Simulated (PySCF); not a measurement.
# C2H11BNP (SMILES CC[NH2+][BH2-]P) at 6 levels

We compute a comparison of 6 runs (HF/3-21G, B3LYP/6-31G*, PBE0/def2-SVP, SVWN5/pcseg-1, MP2/cc-pVDZ) of C2H11BNP. Input form: a Python script.

The results are computed with PySCF 2.14.0.

**1. The molecule**

The species is C2H11BNP (16 atoms), meant as a singlet with charge 0. As SMILES, `CC[NH2+][BH2-]P`. The coordinates come from a GFN2-xTB relaxation. This is one conformer, not always the lowest.

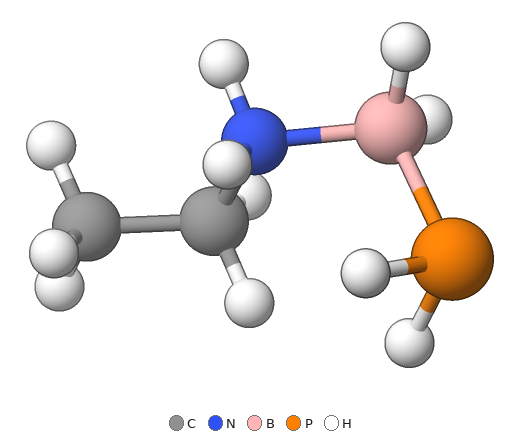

Viewed from a chosen angle; carbon grey, nitrogen blue, boron pink, phosphorus orange, hydrogen white.

**2. Energy and gradient at HF/3-21G (run 1)**

The input, geometry.xyz:

```xyz
16

C     -0.976210     1.231010     1.553440
C     -0.070490     0.869750     0.385620
N      0.270380    -0.555100     0.377160
B      1.244900    -1.064290    -0.836760
P      0.210920    -1.153980    -2.501170
H     -1.209710     2.291350     1.530020
H     -0.491790     1.011620     2.503080
H     -1.911960     0.677460     1.504960
H      0.861210     1.436290     0.431310
H     -0.559500     1.100390    -0.563310
H      0.735300    -0.800990     1.248390
H     -0.580970    -1.111430     0.306010
H      1.588660    -2.163570    -0.530350
H      2.144960    -0.295180    -0.926310
H     -0.274140     0.147750    -2.535130
H     -0.981570    -1.621090    -1.946950
```

The input, calc.py:

```python
import pyscf.grad
from pyscf import gto

mol = gto.M(
    atom='geometry.xyz',
    basis='3-21g',
    spin=0,
    verbose=4,
    max_memory=1860,
)

mf = mol.RHF()
mf.conv_tol = 1e-10
mf.kernel()
if not mf.converged:
    mf = mf.newton().run(mf.mo_coeff, mf.mo_occ)

e_final = mf.e_tot
print(f'total energy: {e_final:.8f} hartree')
grad = mf.Gradients().kernel()
mf.analyze()
```

The run is started by

```sh
$ OMP_NUM_THREADS=1 python calc.py
```

The log of the run:

```text
PySCF version 2.14.0

[... 92 lines left out ...]
MO #1   energy= -79.3161483604869  occ= 2
[... 9 lines left out ...]
MO #11  energy= -1.05249318510272  occ= 2
[... 9 lines left out ...]
MO #21  energy= -0.505740081475929 occ= 2
[... 9 lines left out ...]
MO #31  energy= 0.290768173687202  occ= 0
[... 9 lines left out ...]
MO #41  energy= 0.653021568226399  occ= 0
[... 9 lines left out ...]
MO #51  energy= 0.983426412553402  occ= 0
[... 9 lines left out ...]
MO #61  energy= 1.40060586290224   occ= 0
[... 9 lines left out ...]
MO #71  energy= 2.96878164025626   occ= 0
[... 90 lines left out ...]
Dipole moment(X, Y, Z, Debye): -2.83649,  2.79824,  6.40285
```

Run time: 9 s. Hardware: 1 thread of Intel Xeon at 2.50GHz (Skylake/Cascade Lake), shared host; peak memory 0.14 GiB.

**3. Energy and gradient at B3LYP/6-31G(d) (spherical functions) (run 2)**

geometry.xyz: that of step 2 with these lines changed.

```diff
@@ -1,3 +1,3 @@
 16
-
+C2H11BNP
 C     -0.976210     1.231010     1.553440
```

The input, run.py:

```python
from pyscf import gto, dft

mol = gto.M(
    atom='geometry.xyz',
    max_memory=1860,
    verbose=4,
    charge=0,
    spin=0,
    basis='6-31g*',
)

calc0 = dft.RKS(mol, xc='b3lyp')
calc0.grids.level = 5
calc0.conv_tol = 1e-10
calc0.kernel()
if not calc0.converged:
    calc0 = calc0.newton().run(calc0.mo_coeff, calc0.mo_occ)

energy = calc0.e_tot
print('E = %.10f Eh' % energy)
grad = calc0.nuc_grad_method().kernel()
dip = calc0.dip_moment()
pop, q = calc0.mulliken_pop()
```

The run is started by

```sh
$ OMP_NUM_THREADS=1 python run.py
```

The log of the run:

```text
PySCF version 2.14.0

[... 84 lines left out ...]
converged SCF energy = -503.790276749329
[... 13 lines left out ...]
Dipole moment(X, Y, Z, Debye): -2.62954,  2.47377,  5.84506
[... 113 lines left out ...]
charge of   15H =     -0.03480
```

It took 1.8 min on 1 thread of Intel Xeon at 2.50GHz (Skylake/Cascade Lake), shared host; peak memory 1 GiB.

Runs 3 to 5 aren't shown in full; the table further down has their settings and results.

**4. Energy and gradient at MP2/cc-pVDZ (run 6)**

The input, input.py:

```python
# CC[NH2+][BH2-]P
from pyscf import gto, scf, mp

mol = gto.M(
    atom=[
    ('C', (-0.976210, 1.231010, 1.553440)),
    ('C', (-0.070490, 0.869750, 0.385620)),
    ('N', (0.270380, -0.555100, 0.377160)),
    ('B', (1.244900, -1.064290, -0.836760)),
    ('P', (0.210920, -1.153980, -2.501170)),
    ('H', (-1.209710, 2.291350, 1.530020)),
    ('H', (-0.491790, 1.011620, 2.503080)),
    ('H', (-1.911960, 0.677460, 1.504960)),
    ('H', (0.861210, 1.436290, 0.431310)),
    ('H', (-0.559500, 1.100390, -0.563310)),
    ('H', (0.735300, -0.800990, 1.248390)),
    ('H', (-0.580970, -1.111430, 0.306010)),
    ('H', (1.588660, -2.163570, -0.530350)),
    ('H', (2.144960, -0.295180, -0.926310)),
    ('H', (-0.274140, 0.147750, -2.535130)),
    ('H', (-0.981570, -1.621090, -1.946950)),
],
    spin=0,
    basis='cc-pvdz',
    verbose=4,
    max_memory=1860,
)

mf = scf.RHF(mol)
mf.conv_tol = 1e-10
mf.kernel()
if not mf.converged:
    mf = mf.newton().run(mf.mo_coeff, mf.mo_occ)

pt = mp.MP2(mf, frozen=9).run()
e_tot = pt.e_tot
print('Final energy', e_tot)
grad = pt.nuc_grad_method().kernel()
mf.analyze()
```

The run is started by

```sh
$ OMP_NUM_THREADS=1 python input.py
```

The log of the run:

```text
PySCF version 2.14.0

[... 99 lines left out ...]
MO #1   energy= -79.8814270161048  occ= 2
[... 15 lines left out ...]
MO #17  energy= -0.625785505907326 occ= 2
[... 15 lines left out ...]
MO #33  energy= 0.261405652788918  occ= 0
[... 15 lines left out ...]
MO #49  energy= 0.639617654671119  occ= 0
[... 15 lines left out ...]
MO #65  energy= 0.923190482652942  occ= 0
[... 15 lines left out ...]
MO #81  energy= 1.48892356697415   occ= 0
[... 15 lines left out ...]
MO #97  energy= 1.93541119843794   occ= 0
[... 15 lines left out ...]
MO #113 energy= 2.42065350381743   occ= 0
[... 15 lines left out ...]
MO #129 energy= 3.41648993925532   occ= 0
[... 148 lines left out ...]
Dipole moment(X, Y, Z, Debye): -2.57722,  2.48944,  5.77245
```

Wall time 2.2 min (1 thread of Intel Xeon at 2.50GHz (Skylake/Cascade Lake), shared host); peak memory 1.4 GiB.

**5. Overview of the runs**

| run | level | integration grid | Cartesian functions | energy (Eh) | dipole moment (D) of the reference | HOMO energy (eV) | LUMO energy (eV) | wall time |
| --- | --- | --- | --- | --- | --- | --- | --- | --- |
| 1 | HF/3-21G | – | no | -499.375345 | 7.54 | -8.58 | 5.55 | 9 s |
| 2 | B3LYP/6-31G* (spherical functions) | 5 | no | -503.790277 | 6.87 | -5.70 | 0.99 | 1.8 min |
| 3 | B3LYP/6-31G* (Cartesian functions) | 5 | yes | -503.795584 | 6.87 | -5.70 | 0.97 | 1.8 min |
| 4 | PBE0/def2-SVP | 5 | no | -503.237184 | 6.73 | -6.05 | 0.72 | 2.1 min |
| 5 | SVWN5/pcseg-1 | 5 | no | -500.954260 | 6.81 | -5.16 | -0.69 | 1.8 min |
| 6 | MP2/cc-pVDZ | – | no | -502.721979 | 6.79 | -8.61 | 3.84 | 2.2 min |

**6. What came out**

```
                                          quantity          value
                               run 6: total energy  -502.72198 Eh
       run 6: dipole moment (Hartree–Fock density)         6.79 D
        run 6: HOMO energy (Hartree–Fock orbitals)       -8.61 eV
        run 6: LUMO energy (Hartree–Fock orbitals)        3.84 eV
      run 6: HOMO–LUMO gap (Hartree–Fock orbitals)       12.46 eV
run 6: correlation energy (9 core orbitals frozen)     -702.4 mEh
                   run 6: largest force on an atom     1.101 eV/Å
```

What this shows: Over runs 1, 2, 3, 4, 5 the dipole moment (its size) runs from 6.73 D (PBE0/def2-SVP) to 7.54 D (HF/3-21G). The two ends differ in method and basis. Over runs 1, 2, 3, 4, 5 the HOMO–LUMO gap runs from 4.47 eV (SVWN5/pcseg-1) to 14.13 eV (HF/3-21G). Totals of different functionals can't be ranked against each other. All runs together took 9.8 min, the longest 2.2 min.
